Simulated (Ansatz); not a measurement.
# H₅NOSi + H₂S: a complex and its separated parts

The complex below is one end of an elementary step. How strongly is it bound against its free parts?

Method: PBE0-D4/def2-TZVP structures, single points in def2-TZVPP, no counterpoise correction; program: Ansatz 0.2.0, Gaussian basis.

Levels: SPW92, PBE-D4, BLYP-D4, r2SCAN-D4, B97M-V, PBE0-D4, B3LYP-D4, r2SCAN0-D4, BHLYP-D4, CAM-B3LYP-D4, wB97X-V, wB97M-V, B2PLYP, PBE-QIDH, RPA on PBE, Hartree-Fock, MP2, CCSD, CCSD(T).

Correlated methods freeze the cores. B3LYP uses VWN-RPA correlation. B2PLYP carries no dispersion term here.

94 further runs of the same task are left out: 94 set aside as unsound or not needed.

## (1) Where the work starts

The complex: 11 atoms, charge 0, spin multiplicity 1.

Atoms are counted from 1 here; the program's logs count them from 0.

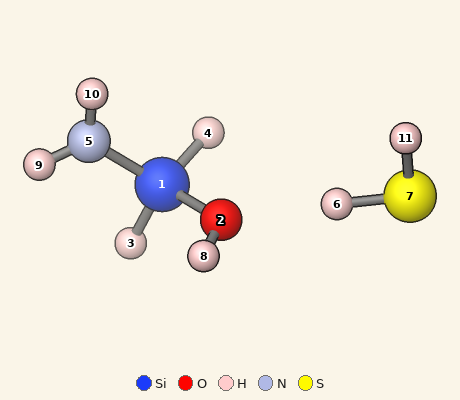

Start geometry, drawn with silicon blue, oxygen red, hydrogen pink, nitrogen light blue, sulfur yellow; atoms are numbered from 1 in the order of the file.

As a file:

```xyz
11

Si    0.0987   -1.0098   -0.4950
O     0.6948    0.4769   -0.0706
H     0.9142   -1.5913   -1.5920
H    -1.2828   -0.6811   -0.9061
N     0.1013   -2.1881    0.7331
H    -0.2483    2.3744   -0.3632
S    -0.8040    3.5890   -0.5417
H     1.6037    0.5213    0.2313
H     0.8008   -2.9069    0.7918
H    -0.4819   -2.1475    1.5512
H    -1.3964    3.5632    0.6612
```

Its parts: H₅NOSi holds atoms 1, 2, 3, 4, 5, 8, 9, 10; H₂S holds atoms 6, 7, 11. Each part counts its atoms afresh in its own runs.

## (2) Relaxing H₅NOSi alone

The input, relax-a/in.yaml:

```yaml
crystal:
  periodic: [false, false, false]
  atoms:
    - {symbol: Si, position_ang: [0.098687, -1.009761, -0.495046]}
    - {symbol: O, position_ang: [0.694758, 0.476890, -0.070596]}
    - {symbol: H, position_ang: [0.914194, -1.591328, -1.592010]}
    - {symbol: H, position_ang: [-1.282755, -0.681133, -0.906108]}
    - {symbol: N, position_ang: [0.101250, -2.188092, 0.733138]}
    - {symbol: H, position_ang: [1.603689, 0.521288, 0.231260]}
    - {symbol: H, position_ang: [0.800825, -2.906894, 0.791806]}
    - {symbol: H, position_ang: [-0.481911, -2.147511, 1.551173]}
basis:
  gaussian: {orbitals: def2-TZVP}
hamiltonian: {xc: pbe0, dispersion: d4}
relax: {f_tol: 0.005, max_steps: 200}
```

The run is started by

```bash
$ ansatz run in.yaml --threads 4 --pin off --events-out ev --progress --plain --max-ram 9574MiB
```

Log, shortened:

```text
Functional definition: PBE0
  name "PBE0"
  cite "Adamo & Barone, J. Chem. Phys. 110, 6158 (1999) doi:10.1063/1.478522"
  cite "Perdew, Burke & Ernzerhof, Phys. Rev. Lett. 77, 3865 (1996) doi:10.1103/PhysRevLett.77.3865"
  parent pbe
[...]
794 factors; their error is unknown
[...]
mean field -11492.69070966 eV, -422.3485935544 hartree, gradient 3.6e-5 eV, S^2 0.000000; 0 other end points of the search recorded, 0 dependent functions left out
[...]
reference -11492.69073714 eV, -422.3485945645 hartree; 17, 17 occupied and 112, 112 virtual orbitals, 794 factors
[...]
Atom 0 at     0.101056    -1.002638    -0.493454 Å, force     0.000853     0.001046    -0.002956 eV/Å
Atom 1 at     0.693779     0.476785    -0.068543 Å, force    -0.000055    -0.001748     0.001515 eV/Å
Atom 2 at     0.911903    -1.594405    -1.590986 Å, force    -0.001792    -0.000159     0.000795 eV/Å
Atom 3 at    -1.282241    -0.684786    -0.910346 Å, force     0.000599    -0.000299    -0.000352 eV/Å
Atom 4 at     0.093059    -2.194507     0.726001 Å, force     0.000728     0.000671    -0.000003 eV/Å
Atom 5 at     1.601653     0.516030     0.235309 Å, force    -0.000067     0.000243     0.000059 eV/Å
Atom 6 at     0.802697    -2.902956     0.790424 Å, force    -0.000217     0.000941     0.000451 eV/Å
Atom 7 at    -0.473169    -2.140064     1.555212 Å, force    -0.000049    -0.000695     0.000490 eV/Å
Dipole moment:     0.289297    -0.265640     0.307942 e Å
```

Run time: 9 s. Hardware: 4 threads of Intel Xeon Platinum 8259CL at 2.50GHz, shared host.

Relaxation path:

```
step  energy from step 1 (eV)  largest force component (eV/Å)
   1                   0.0000                          0.3209
   2                  -0.0013                          0.1783
   3                  -0.0018                          0.0262
   4                  -0.0019                          0.0061
   5                  -0.0019                          0.0077
   6                  -0.0019                          0.0116
   7                  -0.0019                          0.0058
   8                  -0.0019                          0.0030
```

Close pairs (by a distance rule), those that changed most:

```
  bond  before (Å)  after (Å)  change (Å)
Si1–O2       1.657      1.649      -0.008
Si1–N5       1.702      1.705      +0.003
Si1–H3       1.485      1.487      +0.002
Si1–H4       1.478      1.479      +0.001
 O2–H6       0.959      0.958      -0.001
 N5–H8       1.005      1.006      +0.000
 N5–H7       1.005      1.005      +0.000
```

## (3) Relaxing H₂S alone

The input, relax-b/in.yaml:

```yaml
crystal:
  periodic: [false, false, false]
  atoms:
    - {symbol: H, position_ang: [-0.248323, 2.374400, -0.363210]}
    - {symbol: S, position_ang: [-0.803956, 3.588982, -0.541661]}
    - {symbol: H, position_ang: [-1.396361, 3.563162, 0.661153]}
basis:
  gaussian: {orbitals: def2-TZVP}
hamiltonian: {xc: pbe0, dispersion: d4}
relax: {f_tol: 0.005, max_steps: 200}
```

The run is started by

```bash
$ ansatz run in.yaml --threads 4 --pin off --events-out ev --progress --plain --max-ram 9574MiB
```

Log, shortened:

```text
[... 5 set-up lines as earlier in the session ...]
[...]
359 factors; their error is unknown
[...]
mean field -10864.44986995 eV, -399.2611685321 hartree, gradient 2.9e-5 eV, S^2 0.000000; 0 other end points of the search recorded, 0 dependent functions left out
[...]
reference -10864.45047994 eV, -399.2611909489 hartree; 9, 9 occupied and 40, 40 virtual orbitals, 359 factors
Total energy: -10864.46265956 eV, -399.2616385414 hartree
Atom 0 at    -0.251782     2.378562    -0.360737 Å, force     0.000009     0.000336    -0.000373 eV/Å
Atom 1 at    -0.802591     3.587933    -0.543262 Å, force    -0.000427    -0.000688     0.001574 eV/Å
Atom 2 at    -1.394267     3.560049     0.660281 Å, force     0.000418     0.000352    -0.001201 eV/Å
Dipole moment:    -0.005320    -0.161134     0.180511 e Å
```

Run time: 0.7 s. Hardware: 4 threads of Intel Xeon Platinum 8259CL at 2.50GHz, shared host.

Step by step:

```
step  energy from step 1 (eV)  largest force component (eV/Å)
   1                   0.0000                          0.1474
   2                  -0.0005                          0.0586
   3                  -0.0006                          0.0016
```

Distances of close pairs at the start and the end, largest changes first:

```
 bond  before (Å)  after (Å)  change (Å)
H1–S2       1.348      1.341      -0.006
S2–H3       1.341      1.341      +0.000
```

## (4) SPW92/def2-TZVPP

The input, parta/in.yaml:

```yaml
crystal:
  periodic: [false, false, false]
  atoms:
    - {symbol: Si, position_ang: [0.101056, -1.002638, -0.493454]}
    - {symbol: O, position_ang: [0.693779, 0.476785, -0.068543]}
    - {symbol: H, position_ang: [0.911903, -1.594405, -1.590986]}
    - {symbol: H, position_ang: [-1.282241, -0.684786, -0.910346]}
    - {symbol: N, position_ang: [0.093059, -2.194507, 0.726001]}
    - {symbol: H, position_ang: [1.601653, 0.516030, 0.235309]}
    - {symbol: H, position_ang: [0.802697, -2.902956, 0.790424]}
    - {symbol: H, position_ang: [-0.473169, -2.140064, 1.555212]}
basis:
  gaussian: {orbitals: def2-TZVPP}
hamiltonian: {xc: lda}
```

The input, partb/in.yaml:

```yaml
crystal:
  periodic: [false, false, false]
  atoms:
    - {symbol: H, position_ang: [-0.251782, 2.378562, -0.360737]}
    - {symbol: S, position_ang: [-0.802591, 3.587933, -0.543262]}
    - {symbol: H, position_ang: [-1.394267, 3.560049, 0.660281]}
basis:
  gaussian: {orbitals: def2-TZVPP}
hamiltonian: {xc: lda}
```

One command serves all of them, each in its own folder.

The run is started by

```bash
$ ansatz run in.yaml --threads 4 --pin off --events-out ev --progress --plain --max-ram 9574MiB
```

Output in parta, shortened:

```text
Functional definition: SPW92
  name "SPW92"
  cite "Dirac, Proc. Camb. Phil. Soc. 26, 376 (1930) doi:10.1017/S0305004100016108"
  cite "Slater, Phys. Rev. 81, 385 (1951) doi:10.1103/PhysRev.81.385"
  cite "Perdew & Wang, Phys. Rev. B 45, 13244 (1992) doi:10.1103/PhysRevB.45.13244"
[...]
889 factors; their error is unknown
[...]
mean field -11440.77020243 eV, -420.4405501067 hartree, gradient 5.9e-5 eV, S^2 0.000000; 0 other end points of the search recorded, 0 dependent functions left out
reference -11440.77023665 eV, -420.4405513641 hartree; 17, 17 occupied and 157, 157 virtual orbitals, 889 factors
Total energy: -11440.77023665 eV, -420.4405513641 hartree
```

Output in partb, shortened:

```text
[... 5 set-up lines as earlier in the session ...]
[...]
402 factors; their error is unknown
[...]
mean field -10830.30347755 eV, -398.0063117566 hartree, gradient 3.0e-5 eV, S^2 0.000000; 0 other end points of the search recorded, 0 dependent functions left out
reference -10830.30349839 eV, -398.0063125226 hartree; 9, 9 occupied and 61, 61 virtual orbitals, 402 factors
Total energy: -10830.30349839 eV, -398.0063125226 hartree
```

Times: 0.55 s (parta), 0.2 s (partb) on 4 threads of Intel Xeon Platinum 8259CL at 2.50GHz, shared host.

## (5) PBE-D4/def2-TZVPP

The same edit goes into each in.yaml of step 4 (parta, partb):

```diff
-hamiltonian: {xc: lda}
+hamiltonian: {xc: pbe, dispersion: d4}
```

The same command starts each run, in its folder.

The run is started by

```bash
$ ansatz run in.yaml --threads 4 --pin off --events-out ev --progress --plain --max-ram 9574MiB
```

Log of parta, shortened:

```text
Functional definition: PBE
  name "PBE"
[... 2 set-up lines as earlier in the session ...]
[...]
889 factors; their error is unknown
[...]
mean field -11491.81838653 eV, -422.3165362706 hartree, gradient 5.9e-5 eV, S^2 0.000000; 0 other end points of the search recorded, 0 dependent functions left out
reference -11491.81842288 eV, -422.3165376064 hartree; 17, 17 occupied and 157, 157 virtual orbitals, 889 factors
Total energy: -11491.93287968 eV, -422.3207438165 hartree
```

Output in partb, shortened:

```text
[... 4 set-up lines as earlier in the session ...]
[...]
402 factors; their error is unknown
[...]
mean field -10863.54271493 eV, -399.2278311998 hartree, gradient 3.5e-5 eV, S^2 0.000000; 0 other end points of the search recorded, 0 dependent functions left out
reference -10863.54273718 eV, -399.2278320175 hartree; 9, 9 occupied and 61, 61 virtual orbitals, 402 factors
Total energy: -10863.55777408 eV, -399.2283846136 hartree
```

Times: 0.85 s (parta), 0.2 s (partb) on 4 threads of Intel Xeon Platinum 8259CL at 2.50GHz, shared host.

## (6) BLYP-D4/def2-TZVPP

Each input of step 5 (parta, partb) changes in the same lines:

```diff
-hamiltonian: {xc: pbe, dispersion: d4}
+hamiltonian: {xc: {name: BLYP}, dispersion: d4}
```

Each run has its own folder and the same command.

The run is started by

```bash
$ ansatz run in.yaml --threads 4 --pin off --events-out ev --progress --plain --max-ram 9574MiB
```

parta printed, shortened:

```text
Functional definition: BLYP
  name "BLYP"
  cite "Becke, Phys. Rev. A 38, 3098 (1988) doi:10.1103/PhysRevA.38.3098"
  cite "Lee, Yang & Parr, Phys. Rev. B 37, 785 (1988) doi:10.1103/PhysRevB.37.785"
[...]
889 factors; their error is unknown
[...]
mean field -11499.08646854 eV, -422.5836333579 hartree, gradient 4.2e-5 eV, S^2 0.000000; 0 other end points of the search recorded, 0 dependent functions left out
reference -11499.08677376 eV, -422.5836445746 hartree; 17, 17 occupied and 157, 157 virtual orbitals, 889 factors
Total energy: -11499.34549837 eV, -422.5931525289 hartree
```

partb printed, shortened:

```text
[... 4 set-up lines as earlier in the session ...]
[...]
402 factors; their error is unknown
[...]
mean field -10868.21008206 eV, -399.3993537782 hartree, gradient 3.4e-5 eV, S^2 0.000000; 0 other end points of the search recorded, 0 dependent functions left out
reference -10868.21029592 eV, -399.3993616376 hartree; 9, 9 occupied and 61, 61 virtual orbitals, 402 factors
Total energy: -10868.24598830 eV, -399.4006733082 hartree
```

Times: 0.95 s (parta), 0.2 s (partb) on 4 threads of Intel Xeon Platinum 8259CL at 2.50GHz, shared host.

## (7) r2SCAN-D4/def2-TZVPP

The same edit goes into each in.yaml of step 6 (parta, partb):

```diff
-hamiltonian: {xc: {name: BLYP}, dispersion: d4}
+hamiltonian: {xc: r2scan, dispersion: d4}
```

One command serves all of them, each in its own folder.

The run is started by

```bash
$ ansatz run in.yaml --threads 4 --pin off --events-out ev --progress --plain --max-ram 9574MiB
```

Output in parta, shortened:

```text
Functional definition: r2SCAN
  name "r2SCAN"
  cite "Furness, Kaplan, Ning, Perdew & Sun, J. Phys. Chem. Lett. 11, 8208 (2020) doi:10.1021/acs.jpclett.0c02405"
  cite "Furness, Kaplan, Ning, Perdew & Sun, J. Phys. Chem. Lett. 11, 9248 (2020) doi:10.1021/acs.jpclett.0c03077"
  parent r2scan
[...]
889 factors; their error is unknown
[...]
mean field -11497.54994226 eV, -422.5271670587 hartree, gradient 2.1e-5 eV, S^2 0.000000; 0 other end points of the search recorded, 0 dependent functions left out
reference -11497.54995312 eV, -422.5271674578 hartree; 17, 17 occupied and 157, 157 virtual orbitals, 889 factors
Total energy: -11497.57677049 eV, -422.5281529782 hartree
```

Output in partb, shortened:

```text
[... 5 set-up lines as earlier in the session ...]
[...]
402 factors; their error is unknown
[...]
mean field -10867.52470976 eV, -399.3741668109 hartree, gradient 2.8e-5 eV, S^2 0.000000; 0 other end points of the search recorded, 0 dependent functions left out
reference -10867.52471646 eV, -399.3741670569 hartree; 9, 9 occupied and 61, 61 virtual orbitals, 402 factors
Total energy: -10867.52806476 eV, -399.3742901047 hartree
```

They took 1.4 s (parta), 0.5 s (partb) on 4 threads of Intel Xeon Platinum 8259CL at 2.50GHz, shared host.

## (8) B97M-V/def2-TZVPP

Each input of step 7 (parta, partb) changes in the same lines:

```diff
-hamiltonian: {xc: r2scan, dispersion: d4}
+hamiltonian: {xc: {name: B97M-V}}
```

One command serves all of them, each in its own folder.

The run is started by

```bash
$ ansatz run in.yaml --threads 4 --pin off --events-out ev --progress --plain --max-ram 9574MiB
```

Log of parta, shortened:

```text
Functional definition: B97M-V
  name "B97M-V"
  cite "Mardirossian & Head-Gordon, J. Chem. Phys. 142, 074111 (2015) doi:10.1063/1.4907719"
  cite "Becke, J. Chem. Phys. 107, 8554 (1997) doi:10.1063/1.475007"
  cite "Vydrov & Van Voorhis, J. Chem. Phys. 133, 244103 (2010) doi:10.1063/1.3521275"
  # Of w^i u^j: cxij and so on, Table III.
[...]
  gx(w, u) = cx00 + cx01*u + cx02*u^2 + (cx10 + cx11*u)*w
[...]
  gos(w, u) = cos00 + cos01*u + cos03*u^3 + cos10*w + cos32*w^3*u^2
[...]
      + integral(e_c_pw_mod_opposite_spin*gos(b97_w_opposite, b97_u_opposite)) + vv10(b, c)
889 factors; their error is unknown
[...]
mean field -11497.20063257 eV, -422.5143301643 hartree, gradient 6.9e-5 eV, S^2 0.000000; 0 other end points of the search recorded, 0 dependent functions left out
reference -11497.20068736 eV, -422.5143321779 hartree; 17, 17 occupied and 157, 157 virtual orbitals, 889 factors
Total energy: -11497.20068736 eV, -422.5143321779 hartree
```

partb printed, shortened:

```text
[... 5 set-up lines as earlier in the session ...]
  # Of w^i u^j: cxij and so on, Table III.
[...]
  gx(w, u) = cx00 + cx01*u + cx02*u^2 + (cx10 + cx11*u)*w
[...]
  gos(w, u) = cos00 + cos01*u + cos03*u^3 + cos10*w + cos32*w^3*u^2
[...]
      + integral(e_c_pw_mod_opposite_spin*gos(b97_w_opposite, b97_u_opposite)) + vv10(b, c)
402 factors; their error is unknown
[...]
mean field -10865.55700853 eV, -399.3018551244 hartree, gradient 4.2e-5 eV, S^2 0.000000; 0 other end points of the search recorded, 0 dependent functions left out
reference -10865.55704318 eV, -399.3018563978 hartree; 9, 9 occupied and 61, 61 virtual orbitals, 402 factors
Total energy: -10865.55704318 eV, -399.3018563978 hartree
```

Wall times: 2.6 s (parta), 0.6 s (partb) on 4 threads of Intel Xeon Platinum 8259CL at 2.50GHz, shared host.

(Part 1 of 3 ends here.)
